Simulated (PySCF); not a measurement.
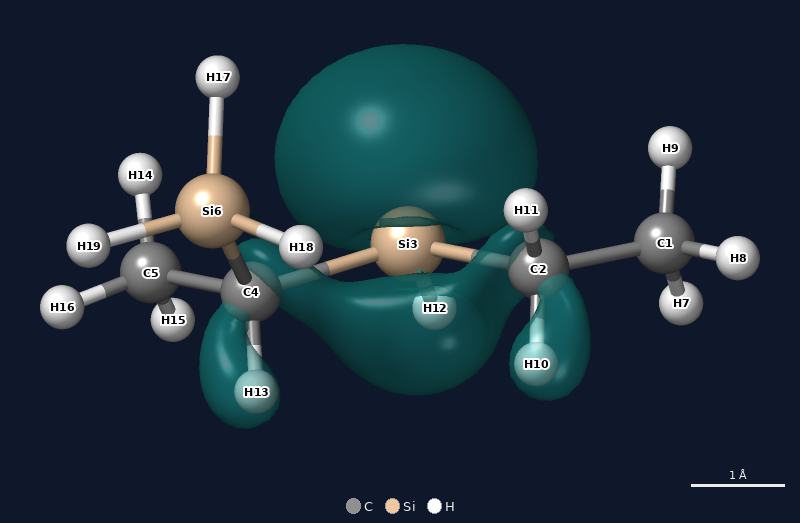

The picture shows: C4H13Si2 (SMILES CC[SiH][C@H](C)[SiH3]) (doublet). Isosurface of the spin density at +0.015 e/Å³ (teal), seen from one side.

Geometry: GFN2-xTB.

These are results of UKS B3LYP, pcH-1 on C H Si, non-relativistic, mean-field spin-orbit, GIAO in PySCF, not measurements.

```xyz
19

C     3.1636    0.2831   -0.3058
C     1.7392    0.6776    0.0584
Si    0.5093   -0.7539   -0.1968
C    -1.2448   -0.3366    0.4341
C    -2.1819   -1.5240    0.2303
Si   -1.9427    1.2449   -0.3663
H     3.4983   -0.5525    0.3049
H     3.8523    1.1128   -0.1524
H     3.2218   -0.0185   -1.3491
H     1.7160    0.9974    1.1043
H     1.4445    1.5435   -0.5361
H     1.0114   -1.9866    0.4375
H    -1.1650   -0.1580    1.5136
H    -2.3166   -1.7291   -0.8299
H    -1.7840   -2.4246    0.6964
H    -3.1625   -1.3277    0.6628
H    -1.9287    1.0838   -1.8219
H    -1.1233    2.3963    0.0193
H    -3.3167    1.4814    0.0892
```

### Where is the unpaired spin?

The unpaired spin (1 electron) lies mostly on Si3 (about 0.8), in electrons by Hirshfeld's partition.
